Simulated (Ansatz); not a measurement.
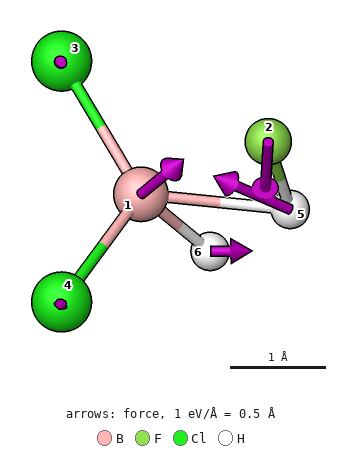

Starting geometry of BH2Cl2F with the computed forces as purple arrows. The picture is a ball-and-stick view, seen at a tilt.

The reaction that was planned forms B1–H6, F2–H5 and breaks B1–F2, H5–H6 (atoms numbered from 1 in input order).

Level of theory: RKS PBE0-D4/def2-SVP in Ansatz. Set-up: held fixed: the distance between atoms 1 (B) and 6 (H), the distance between atoms 2 (F) and 5 (H), the distance between atoms 1 (B) and 2 (F), the distance between atoms 5 (H) and 6 (H), counting from 1; force threshold 0.04 eV/Å; at most 150 steps.

Question: What follows when this structure is relaxed?

Answer: It isn't relaxed: the largest force vector, on F2, is 2.22 eV/Å. The final displacements have little in common with the starting forces (cosine between the two patterns 0.27). The largest move after the best rigid fit is that of H5, 0.066 Å. Largest moves by element: H 0.066 Å, B 0.052 Å, F 0.051 Å, Cl 0.039 Å. Some distances before and after: B1–H5 1.597 → 1.505 Å, B1–Cl3 1.759 → 1.763 Å. Bond angles that change, for instance: Cl3–B1–H6 112.3° → 108.9°. Over 2 geometry steps the energy falls by 0.055 eV. The largest force component goes from 0.42 to 0.014 eV/Å. The run took 4.3 s on 2 threads of Arm Neoverse V2 (shared host).
